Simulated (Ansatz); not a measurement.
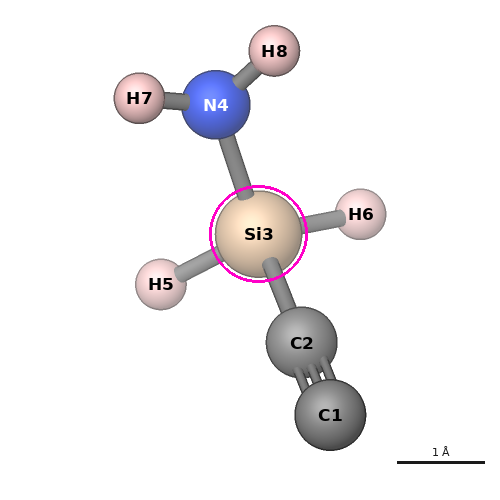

Orthographic view. Distant atoms are faded towards the background colour. Charge 0, doublet. The computed structure is the end point of a PBE0-D4/def2-TZVP optimisation.

> Which atoms are bonded to the circled atom?

The circled atom is Si3; it is bonded to C2, N4, H5, H6.

> Of C2 and Si3, which is nearer the viewer?

C2; the bond to Si3 points away from the viewer, so it looks shorter than its 1.84 Å.

> Which atom is nearest the viewer?

C1, 1.5 Å in front of the mean position.
